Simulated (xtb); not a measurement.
**Run report: C2H4AlFO (charge −1), molecular dynamics (part 3 of 4)**

Continued. System: C2H4AlFO, charge −1, multiplicity 2. Method: GFN2-xTB, GBSA solvent n-hexane (xtb 6.7.1). The geometry is that of the parent species in another charge or spin state.

Geometry of the input (Å):
```
C  -1.8373  -0.0391  0.0440
Al 0.0785  -0.5791  -0.2569
O  1.6669  -0.5798  -1.1529
C  1.9558  0.0232  0.0544
F  2.1399  1.3915  0.0861
H  -2.0052  -0.2016  1.1177
H  -2.5237  -0.5629  -0.6234
H  -1.9603  1.0507  -0.1283
H  2.4854  -0.5029  0.8594
```

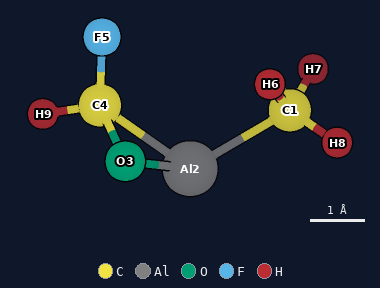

**Figure 1.** The geometry at step 9 of the log (ball-and-stick view, seen at a tilt; atoms are numbered from 1 in the order of the input).

What the program printed, continued
```
          ...................................................
          :                      SETUP                      :
          :.................................................:
          :  # basis functions                  30          :
          :  # atomic orbitals                  29          :
          :  # shells                           15          :
          :  # electrons                        29          :
          :  max. iterations                   250          :
          :  Hamiltonian                  GFN2-xTB          :
          :  restarted?                      false          :
          :  GBSA solvation                   true          :
          :  PC potential                    false          :
          :  electronic temp.          300.0000000     K    :
          :  accuracy                    1.0000000          :
          :  -> integral cutoff          0.2500000E+02      :
          :  -> integral neglect         0.1000000E-07      :
          :  -> SCF convergence          0.1000000E-05 Eh   :
          :  -> wf. convergence          0.1000000E-03 e    :
          :  Broyden damping             0.4000000          :
          :  net charge                         -1          :
          :  unpaired electrons                  1          :
          ...................................................

 iter      E             dE          RMSdq      gap      omega  full diag
   1    -16.4711252 -0.164711E+02  0.640E-05    3.06       0.0  T
   2    -16.4711252 -0.131806E-11  0.450E-05    3.06     740.1  T
   3    -16.4711252 -0.142109E-12  0.256E-05    3.06    1299.7  T

   *** convergence criteria satisfied after 3 iterations ***

         #    Occupation            Energy/Eh            Energy/eV
      -------------------------------------------------------------
         1        2.0000           -0.6616076             -18.0033
       ...           ...                  ...                  ...
         9        2.0000           -0.3636439              -9.8953
        10        2.0000           -0.3458209              -9.4103
        11        2.0000           -0.3320422              -9.0353
        12        2.0000           -0.2981761              -8.1138
        13        2.0000           -0.2866744              -7.8008
        14        2.0000           -0.2206045              -6.0030
        15        1.0000           -0.1652694              -4.4972 (HOMO)
        16                         -0.0527621              -1.4357 (LUMO)
        17                         -0.0092845              -0.2526
        18                          0.0127012               0.3456
        19                          0.0449251               1.2225
        20                          0.1097997               2.9878
       ...                                ...                  ...
        29                          0.8998887              24.4872
      -------------------------------------------------------------
                  HL-Gap            0.1125073 Eh            3.0615 eV
             Fermi-level           -0.1509764 Eh           -4.1083 eV

 SCC (total)                   0 d,  0 h,  0 min,  0.004 sec
 SCC setup                      ...        0 min,  0.000 sec (  5.786%)
 Dispersion                     ...        0 min,  0.000 sec (  0.574%)
 classical contributions        ...        0 min,  0.000 sec (  0.262%)
 integral evaluation            ...        0 min,  0.001 sec ( 21.492%)
 iterations                     ...        0 min,  0.001 sec ( 27.376%)
 molecular gradient             ...        0 min,  0.002 sec ( 40.314%)
 printout                       ...        0 min,  0.000 sec (  3.749%)

         :::::::::::::::::::::::::::::::::::::::::::::::::::::
         ::                     SUMMARY                     ::
         :::::::::::::::::::::::::::::::::::::::::::::::::::::
         :: total energy             -16.377948444479 Eh    ::
         :: total w/o Gsasa/hb       -16.373662648541 Eh    ::
         :: gradient norm              0.002822823106 Eh/a0 ::
         :: HOMO-LUMO gap              3.061478559501 eV    ::
         ::.................................................::
         :: SCC energy               -16.471123131820 Eh    ::
         :: -> isotropic ES            0.192428798381 Eh    ::
         :: -> anisotropic ES         -0.002007794620 Eh    ::
         :: -> anisotropic XC         -0.001186367862 Eh    ::
         :: -> dispersion             -0.004453204514 Eh    ::
         :: -> Gsolv                  -0.053747580881 Eh    ::
         ::    -> Gelec               -0.049461784943 Eh    ::
         ::    -> Gsasa               -0.008977084406 Eh    ::
         ::    -> Ghb                  0.000000000000 Eh    ::
         ::    -> Gshift               0.004691288468 Eh    ::
         :: repulsion energy           0.093174687341 Eh    ::
         :: add. restraining           0.000000000000 Eh    ::
         :: total charge              -1.000000000000 e     ::
         :::::::::::::::::::::::::::::::::::::::::::::::::::::

           -------------------------------------------------
          |                Property Printout                |
           -------------------------------------------------

    * Orbital Energies and Occupations

         #    Occupation            Energy/Eh            Energy/eV
      -------------------------------------------------------------
         1        2.0000           -0.6616076             -18.0033
       ...           ...                  ...                  ...
         3        2.0000           -0.4721431             -12.8477
         4        2.0000           -0.4533072             -12.3351
         5        2.0000           -0.3993460             -10.8668
         6        2.0000           -0.3922421             -10.6734
         7        2.0000           -0.3798544             -10.3364
         8        2.0000           -0.3673088              -9.9950
         9        2.0000           -0.3636439              -9.8953
        10        2.0000           -0.3458209              -9.4103
        11        2.0000           -0.3320422              -9.0353
        12        2.0000           -0.2981761              -8.1138
        13        2.0000           -0.2866744              -7.8008
        14        2.0000           -0.2206045              -6.0030
        15        1.0000           -0.1652694              -4.4972 (HOMO)
        16                         -0.0527621              -1.4357 (LUMO)
        17                         -0.0092845              -0.2526
        18                          0.0127012               0.3456
        19                          0.0449251               1.2225
        20                          0.1097997               2.9878
        21                          0.1552056               4.2234
        22                          0.2190765               5.9614
        23                          0.2650422               7.2122
        24                          0.2790750               7.5940
        25                          0.2922562               7.9527
        26                          0.3126454               8.5075
       ...                                ...                  ...
        29                          0.8998887              24.4872
      -------------------------------------------------------------
                  HL-Gap            0.1125073 Eh            3.0615 eV
             Fermi-level           -0.1509764 Eh           -4.1083 eV

     #   Z          covCN         q      C6AA      α(0)
     1   6 C        3.590    -0.200    25.213     7.277
     2  13 Al       2.385     0.161   105.946    21.548
     3   8 O        1.579    -0.558    24.223     6.641
     4   6 C        3.380     0.090    22.810     7.439
     5   9 F        0.778    -0.377    13.236     4.297
     6   1 H        0.924    -0.020     3.421     2.892
     7   1 H        0.924    -0.018     3.397     2.882
     8   1 H        0.924    -0.006     3.168     2.783
     9   1 H        0.921    -0.071     4.657     3.375

 Mol. C6AA /au·bohr⁶  :       1267.495543
 Mol. C8AA /au·bohr⁸  :      45179.754814
 Mol. α(0) /au        :         59.135362

Wiberg/Mayer (AO) data.
largest (>0.10) Wiberg bond orders for each atom

 ---------------------------------------------------------------------------
     #   Z sym  total        # sym  WBO       # sym  WBO       # sym  WBO
 ---------------------------------------------------------------------------
     1   6 C    3.835 --     6 H    0.960     7 H    0.953     8 H    0.952
                             2 Al   0.914
     2  13 Al   2.792 --     3 O    1.004     1 C    0.914     4 C    0.694
     3   8 O    2.064 --     2 Al   1.004     4 C    0.991
     4   6 C    3.504 --     3 O    0.991     9 H    0.955     5 F    0.824
                             2 Al   0.694
     5   9 F    0.910 --     4 C    0.824
     6   1 H    1.000 --     1 C    0.960
     7   1 H    0.999 --     1 C    0.953
     8   1 H    1.000 --     1 C    0.952
     9   1 H    0.994 --     4 C    0.955
 ---------------------------------------------------------------------------

Topologies differ in total number of bonds
Writing topology from bond orders to xtbtopo.mol

molecular dipole:
                 x           y           z       tot (Debye)
 q only:       -2.046      -0.768       0.910
   full:       -2.066      -0.472       0.714       5.684
molecular quadrupole (traceless):
                xx          xy          yy          xz          yz          zz
 q only:      -10.084      -3.126       4.974       3.512      -2.074       5.110
  q+dip:       -5.152      -3.722       2.113       2.577      -2.310       3.038
   full:       -5.876      -3.416       2.346       3.001      -1.945       3.530

           -------------------------------------------------
          |                Geometry Summary                 |
           -------------------------------------------------

      molecular mass/u    :       90.0325814
   center of mass at/Å    :        0.6373746      -0.1138775      -0.1142143
  moments of inertia/u·Å² :        0.7606729E+02   0.1885755E+03   0.2343668E+03
rotational constants/cm⁻¹ :        0.2216147E+00   0.8939459E-01   0.7192842E-01

 * 5 selected distances

     #   Z          #   Z                                           value/Å
     3   8 O        4   6 C                                       1.4359313 (max)
     1   6 C        6   1 H                                       1.0966181
     1   6 C        7   1 H                                       1.0979562
     1   6 C        8   1 H                                       1.0932104 (min)
     4   6 C        9   1 H                                       1.1118710

 * 2 distinct bonds (by element types)

   Z      Z             #   av. dist./Å        max./Å        min./Å
   1 H    6 C           4     1.0999139     1.1118710     1.0932104
   6 C    8 O           1     1.4359313     1.4359313     1.4359313

optimized geometry written to: xtbopt.xyz

           -------------------------------------------------
          | TOTAL ENERGY              -16.377948444479 Eh   |
          | GRADIENT NORM               0.002822823106 Eh/α |
          | HOMO-LUMO GAP               3.061478559501 eV   |
           -------------------------------------------------
           -------------------------------------------------
          |               Molecular Dynamics                |
           -------------------------------------------------
 trajectories on xtb.trj or xtb.trj.<n>

 MD time /ps        :    0.30
 dt /fs             :    2.00
 SCC accuracy       :    2.00
 temperature /K     :  400.00
 max steps          :   150
 block length (av.) :  2500
 dumpstep(trj) /fs  :   30.00    15
 dumpstep(coords)/fs: 1000.00   500
 H atoms mass (amu) :     4
 # deg. of freedom  :    27
 SHAKE off
 Berendsen THERMOSTAT on
         time (ps)    <Epot>      Ekin   <T>   T     Etot
      0    0.00      0.00000   0.0399    0.    0.   -16.33805
 average properties
 Epot               :  -16.253793658734583
 Epot (accurate SCC):  -16.362478625068366
 Ekin               :   1.9414236500921399E-002
 Etot               :  -16.234379422233665
 T                  :   454.11383637261974
 normal exit of md()

------------------------------------------------------------------------
------------------------------------------------------------------------
 total:
 *  cpu-time:     0 d,  0 h,  0 min,  0.846 sec
 * ratio c/w:     1.000 speedup
 SCF:
 *  cpu-time:     0 d,  0 h,  0 min,  0.007 sec
 * ratio c/w:     1.000 speedup
 ANC optimizer:
 *  cpu-time:     0 d,  0 h,  0 min,  0.079 sec
 * ratio c/w:     1.000 speedup
 MD:
 *  cpu-time:     0 d,  0 h,  0 min,  0.747 sec
 * ratio c/w:     1.000 speedup
```

File xtbopt.xyz
```
9
 energy: -16.377948444479 gnorm: 0.002822823106 xtb: 6.7.1
C           -1.71808533245271       -0.02650077443751        0.02636060001450
Al           0.07982193210383       -1.07178884626901       -0.05239246462036
O            1.42165956389068       -0.48267563756925       -1.06572173416778
C            1.76815762484539       -0.02845671077210        0.25167060910466
F            1.85918060353528        1.41331730495694        0.22208536061197
H           -2.19117108525768       -0.15715507437949        1.00701876078038
H           -2.44508312006738       -0.37360610116143       -0.71962852350276
H           -1.59538181306988        1.04919061316462       -0.12510119972309
H            2.82089962647244       -0.32232677353272        0.45570859150249
```

Trajectory as extended XYZ (Å, eV, eV/Å), 24 frames, from step=0 to step=9
```
9
Properties=species:S:1:pos:R:3 step=0 energy=-444.58935
C    -1.8373   -0.0391    0.0440
Al    0.0785   -0.5791   -0.2569
O     1.6669   -0.5798   -1.1529
C     1.9558    0.0232    0.0544
F     2.1399    1.3915    0.0861
H    -2.0052   -0.2016    1.1177
H    -2.5237   -0.5629   -0.6234
H    -1.9603    1.0507   -0.1283
H     2.4854   -0.5029    0.8594
9
Properties=species:S:1:pos:R:3 step=1 energy=-445.43588
C    -1.8488   -0.0160    0.0314
Al    0.0525   -0.7038   -0.3146
O     1.7119   -0.5503   -1.1150
C     1.8343    0.0341    0.1599
F     2.2418    1.3963    0.0713
H    -2.0529   -0.2062    1.0907
H    -2.5708   -0.5470   -0.5902
H    -1.9989    1.0640   -0.1274
H     2.6309   -0.4711    0.7939
9
Properties=species:S:1:pos:R:3 step=2 energy=-445.51054
C    -1.8293    0.0081    0.0308
Al    0.0504   -0.8283   -0.3802
O     1.7472   -0.5289   -1.1017
C     1.7623    0.0431    0.2148
F     2.2693    1.4013    0.0626
H    -2.0612   -0.2080    1.0803
H    -2.5814   -0.5261   -0.5603
H    -2.0067    1.0792   -0.1177
H     2.6494   -0.4404    0.7715
9
Properties=species:S:1:pos:R:3 step=3 energy=-445.54776
C    -1.8255    0.0064    0.0289
Al    0.0621   -0.8156   -0.3661
O     1.7314   -0.5360   -1.1052
C     1.7899    0.0399    0.1992
F     2.2551    1.4022    0.0693
H    -2.0607   -0.2137    1.0767
H    -2.5816   -0.5223   -0.5634
H    -2.0013    1.0776   -0.1150
H     2.6306   -0.4386    0.7756
9
Properties=species:S:1:pos:R:3 step=4 energy=-445.56655
C    -1.8217    0.0084    0.0253
Al    0.0642   -0.8270   -0.3440
O     1.6999   -0.5378   -1.0975
C     1.7909    0.0360    0.2044
F     2.2238    1.4028    0.0820
H    -2.0589   -0.2140    1.0721
H    -2.5747   -0.5156   -0.5759
H    -1.9795    1.0800   -0.1198
H     2.6560   -0.4329    0.7534
9
Properties=species:S:1:pos:R:3 step=5 energy=-445.60178
C    -1.7970    0.0139    0.0161
Al    0.0750   -0.8944   -0.3040
O     1.6267   -0.5292   -1.0826
C     1.7801    0.0274    0.2306
F     2.1467    1.4091    0.1045
H    -2.0510   -0.2107    1.0580
H    -2.5556   -0.4895   -0.5992
H    -1.9217    1.0875   -0.1244
H     2.6968   -0.4141    0.7011
9
Properties=species:S:1:pos:R:3 step=6 energy=-445.62151
C    -1.7688    0.0101    0.0114
Al    0.0817   -0.9705   -0.2537
O     1.5603   -0.5078   -1.0771
C     1.7640    0.0188    0.2554
F     2.0567    1.4169    0.1287
H    -2.0574   -0.1915    1.0499
H    -2.5355   -0.4636   -0.6184
H    -1.8407    1.0889   -0.1412
H     2.7396   -0.4013    0.6451
9
Properties=species:S:1:pos:R:3 step=7 energy=-445.63564
C    -1.7452   -0.0051    0.0134
Al    0.0857   -1.0202   -0.2109
O     1.5138   -0.4817   -1.0820
C     1.7526    0.0132    0.2682
F     2.0036    1.4219    0.1459
H    -2.0762   -0.1694    1.0488
H    -2.5210   -0.4462   -0.6286
H    -1.7588    1.0783   -0.1593
H     2.7455   -0.3908    0.6045
9
Properties=species:S:1:pos:R:3 step=8 energy=-445.64543
C    -1.7355   -0.0226    0.0178
Al    0.0837   -1.0263   -0.1770
O     1.4906   -0.4674   -1.0860
C     1.7499    0.0091    0.2688
F     1.9866    1.4216    0.1593
H    -2.0998   -0.1489    1.0488
H    -2.5126   -0.4399   -0.6345
H    -1.7100    1.0600   -0.1731
H     2.7472   -0.3856    0.5759
9
Properties=species:S:1:pos:R:3 step=9 energy=-445.65255
C    -1.7281   -0.0304    0.0196
Al    0.0803   -1.0413   -0.1444
O     1.4728   -0.4642   -1.0849
C     1.7500    0.0043    0.2650
F     1.9548    1.4224    0.1785
H    -2.1142   -0.1357    1.0426
H    -2.5044   -0.4281   -0.6440
H    -1.6718    1.0494   -0.1785
H     2.7605   -0.3763    0.5461
9
Properties=species:S:1:pos:R:3 step=10 energy=-445.65942
C    -1.7247   -0.0324    0.0218
Al    0.0761   -1.0466   -0.1090
O     1.4578   -0.4725   -1.0789
C     1.7559   -0.0049    0.2558
F     1.9239    1.4206    0.1983
H    -2.1352   -0.1389    1.0300
H    -2.4897   -0.4095   -0.6658
H    -1.6412    1.0428   -0.1662
H     2.7771   -0.3585    0.5139
9
Properties=species:S:1:pos:R:3 step=11 energy=-445.66094
C    -1.7127   -0.0348    0.0249
Al    0.0769   -1.0816   -0.0442
O     1.4126   -0.4730   -1.0702
C     1.7613   -0.0214    0.2535
F     1.8528    1.4201    0.2298
H    -2.1812   -0.1397    1.0142
H    -2.4596   -0.3770   -0.7059
H    -1.5739    1.0394   -0.1544
H     2.8237   -0.3320    0.4521
9
Properties=species:S:1:pos:R:3 step=12 energy=-445.66545
C    -1.7182   -0.0283    0.0249
Al    0.0782   -1.0698   -0.0617
O     1.4276   -0.4798   -1.0693
C     1.7646   -0.0221    0.2513
F     1.8702    1.4166    0.2203
H    -2.1775   -0.1500    1.0132
H    -2.4568   -0.3814   -0.7062
H    -1.6005    1.0459   -0.1391
H     2.8124   -0.3311    0.4665
9
Properties=species:S:1:pos:R:3 step=13 energy=-445.66668
C    -1.7181   -0.0265    0.0264
Al    0.0798   -1.0718   -0.0524
O     1.4217   -0.4827   -1.0657
C     1.7682   -0.0285    0.2517
F     1.8592    1.4133    0.2221
H    -2.1912   -0.1572    1.0070
H    -2.4451   -0.3736   -0.7196
H    -1.5954    1.0492   -0.1251
H     2.8209   -0.3223    0.4557
9
Properties=species:S:1:pos:R:3 step=0 time_fs=0.0 energy=-445.66668
C    -1.7181   -0.0265    0.0264
Al    0.0798   -1.0718   -0.0524
O     1.4217   -0.4827   -1.0657
C     1.7682   -0.0285    0.2517
F     1.8592    1.4133    0.2221
H    -2.1912   -0.1572    1.0070
H    -2.4451   -0.3736   -0.7196
H    -1.5954    1.0492   -0.1251
H     2.8209   -0.3223    0.4557
9
Properties=species:S:1:pos:R:3 step=1 time_fs=30.0 energy=-445.13187
C    -1.5356    0.1066    0.0554
Al    0.0734   -1.1211   -0.0629
O     1.4204   -0.5396   -0.9962
C     1.6669    0.0477    0.3267
F     1.7770    1.4260    0.0722
H    -2.1261   -0.5569    0.7290
H    -2.1619   -0.1890   -0.8104
H    -1.6547    1.1485    0.4386
H     2.6029   -0.3857    0.6335
9
Properties=species:S:1:pos:R:3 step=2 time_fs=60.0 energy=-445.35870
C    -1.7365   -0.0275    0.0842
Al    0.0458   -1.1287   -0.0649
O     1.5827   -0.7086   -0.9872
C     1.7114    0.0556    0.2430
F     1.7532    1.4852    0.0414
H    -2.5489   -0.5134    0.6407
H    -2.0629    0.4903   -0.8031
H    -1.3778    0.8742    0.7294
H     2.7697   -0.0088    0.7117
9
Properties=species:S:1:pos:R:3 step=3 time_fs=90.0 energy=-445.15710
C    -1.8143   -0.0352    0.0758
Al    0.1054   -1.0540   -0.0758
O     1.6549   -0.6994   -0.8948
C     1.7684   -0.0140    0.3421
F     1.6455    1.4394   -0.1091
H    -2.7874   -0.4648    0.4333
H    -1.8809    0.8789   -0.5639
H    -1.5138    0.4239    0.9626
H     2.8454   -0.0868    0.5930
```
